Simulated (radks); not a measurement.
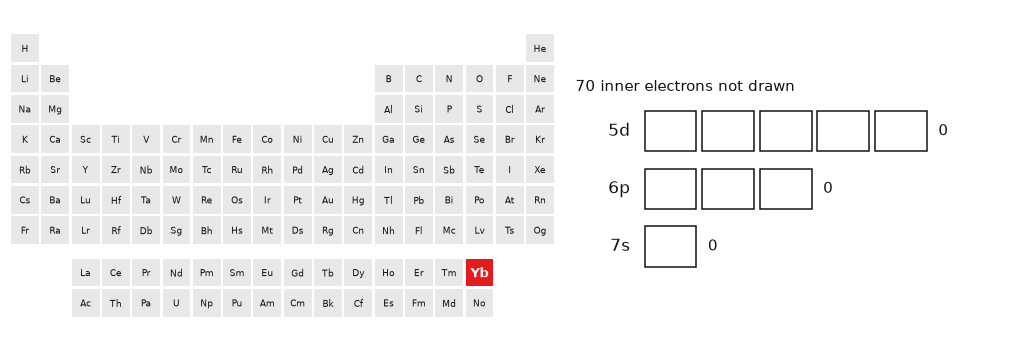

**Figure 1.** Left, the place of ytterbium in the periodic table; right, the outer shells as the input fills them: a box for each of the 2l + 1 orbitals, shaded by the share of the shell that is filled, with the electron count at the right.

**Atomic calculation, with input and output: Yb**

- system: the neutral ytterbium atom in the configuration [Xe] 4f14 6s2. It sits in a hard spherical wall of radius 2.5 bohr.
- method: scalar-relativistic Kohn-Sham, PBE, spin-unpolarised, spherical densities, finite nucleus (the in-house radial solver radks)

### Results in brief

- outcome: converged
- total energy: −14051.5001 hartree
- kinetic energy: 15340.6627 hartree
- electron–nucleus energy: −34699.9754 hartree
- Hartree energy: 5602.4610 hartree
- exchange–correlation energy: −294.648373 hartree
- radius at density 0.001 e/bohr³: 2.44 bohr
- pressure on the wall: 4540 GPa
- SCF iterations: 17
- hardware: 1 CPU thread, shared host

### Input
```
Z 70
configuration [Xe] 4f14 6s2 5d0 6p0 7s0
relativity scalar-relativistic
functional pbe,pbe
spin unpolarised
nucleus finite rms 5.3108 fm
wall 2.5 bohr
c 137.035999084
```

Energies in input and log are in hartree, lengths in bohr (the nuclear radius in fm).

### The program's output
```
1s      1   2.0000       -2248.71146963
2s      1   2.0000        -379.94282195
2p      1   6.0000        -334.75233435
3s      1   2.0000         -84.68263630
3p      1   6.0000         -71.05575816
3d      1  10.0000         -54.44896459
4s      1   2.0000         -15.68756833
4p      1   6.0000         -11.21849179
4d      1  10.0000          -5.33695296
4f      1  14.0000           1.04575506
5s      1   2.0000          -1.01307356
5p      1   6.0000           0.02783335
6s      1   2.0000           2.72004667
5d      1   0.0000           1.44095539
6p      1   0.0000           3.66418034
7s      1   0.0000           8.47000650
Etot -14051.50011146168
Ekin 15340.662690705694
Encl -34699.97538301685
Eh 5602.460954327553
Exc -294.648373478078
err 2.341247925497157e-09
it 17
```

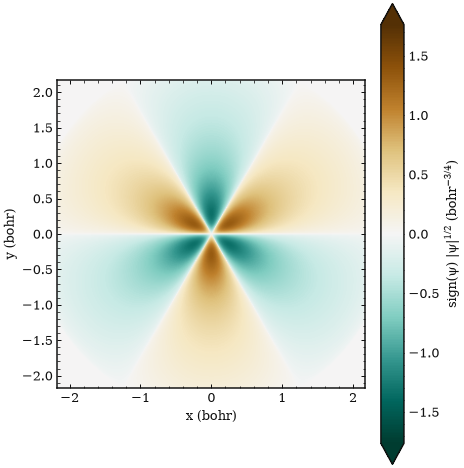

**Figure 2.** One occupied orbital is shown. In the xy plane through the nucleus, the colour gives the signed square root of ψ. The radial function comes from the spherical calculation and is multiplied by a real spherical harmonic; the overall sign is chosen so that the largest lobe of P(r) is positive; at the scalar-relativistic level it is the large component. It is 4f(y(3x²−y²)). It has three nodal planes that hold the z axis and no radial node. The maximum of P² lies at 0.487 bohr, ⟨r⟩ = 0.761 bohr, 90 % of the charge lies within 1.34 bohr, and the eigenvalue is 28.5 eV, with 14 electrons in the shell.

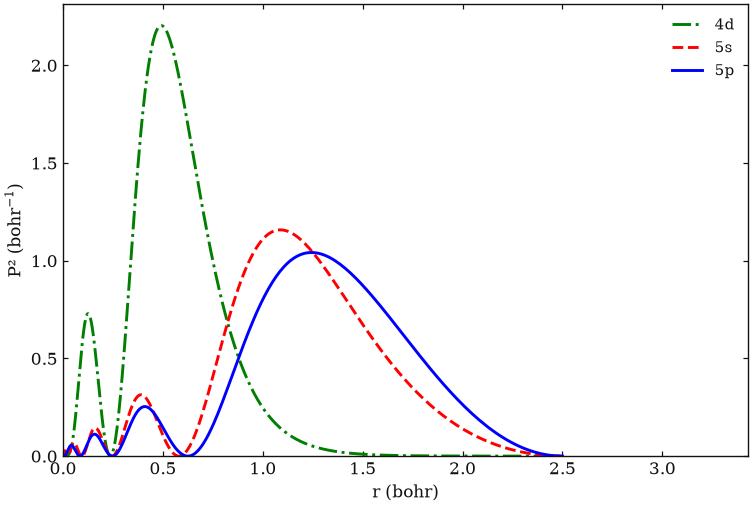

**Figure 3.** The radial probability densities P² of 5p, 4d and 5s. 4d: outer maximum at 0.491 bohr, ⟨r⟩ = 0.563 bohr, 1 node, eigenvalue −145.2 eV; 5s: outer maximum at 1.09 bohr, ⟨r⟩ = 1.19 bohr, 4 nodes, eigenvalue −27.6 eV; 5p: outer maximum at 1.24 bohr, ⟨r⟩ = 1.32 bohr, 3 nodes, eigenvalue 0.757 eV. The innermost lobes are too small to be seen at this scale.

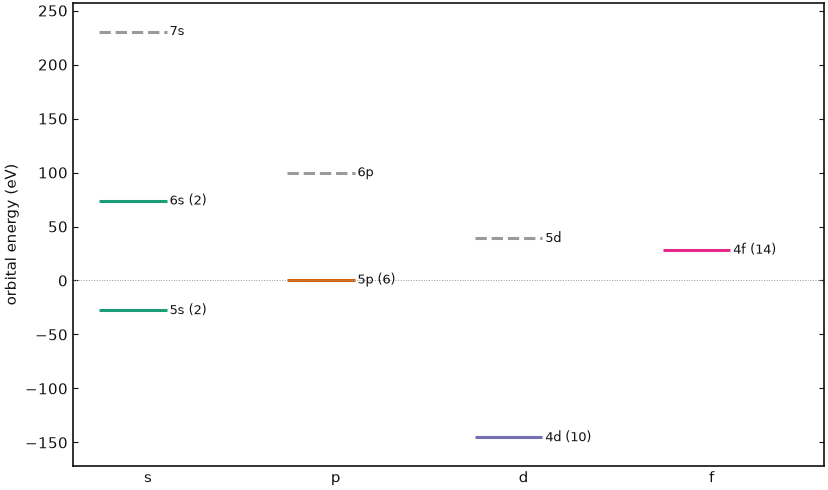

**Figure 4.** The outer levels are drawn by angular momentum (occupations in brackets, empty levels dashed). The highest occupied level is 6s at 74.0 eV. The highest 4 occupied levels, from the top down, are 6s (74.0 eV), 4f (28.5 eV), 5p (0.757 eV), 5s (−27.6 eV). The wall pushes the highest level above zero, where only the wall holds the electron in. The order isn't aufbau: the empty 5d level lies under the highest occupied one.
